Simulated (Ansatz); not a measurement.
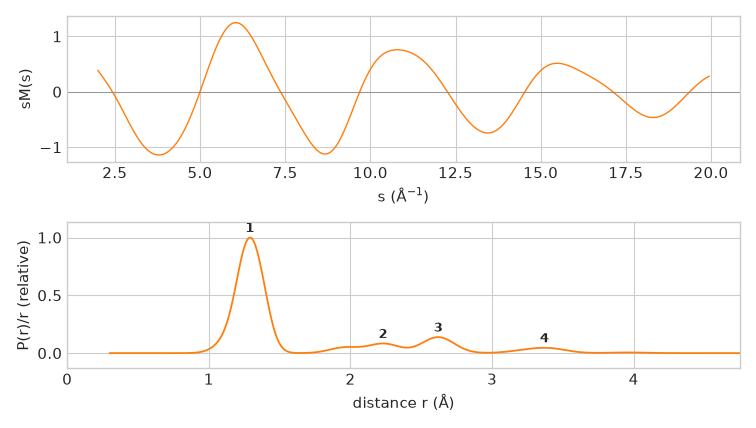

Simulated gas electron diffraction: reduced molecular intensity sM(s) from the Debye equation in the first Born approximation (top) and the radial distribution curve (bottom) of CH3BN (charge -1, ignored in the scattering factors). Each pair of atoms contributes with weight ZᵢZⱼ/r; damping constant 0.0015 Å²; vibrational amplitudes assumed, not computed: 0.05 Å for bonds, 0.078 Å for bonds to H, 0.06 + 0.015 r up to 0.15 Å for other pairs. The geometry is the end point of an optimisation (RKS PBE0-D4/6-31G* in Ansatz 0.2.0); it may be a saddle point or a higher isomer.

Which pairs of atoms lie under the numbered peaks? Mark bonded pairs by – and others by ···.

Answer. Peak 1, 1.29 Å: B–H 1.22 Å (×2), N–C 1.26 Å, N–B 1.36 Å, not resolved
Peak 2, 2.23 Å: N···H 2.24 Å (×2)
Peak 3, 2.62 Å: C···B 2.62 Å
Peak 4, 3.37 Å: B···H 3.22 Å, C···H 3.40 Å (×2), not resolved
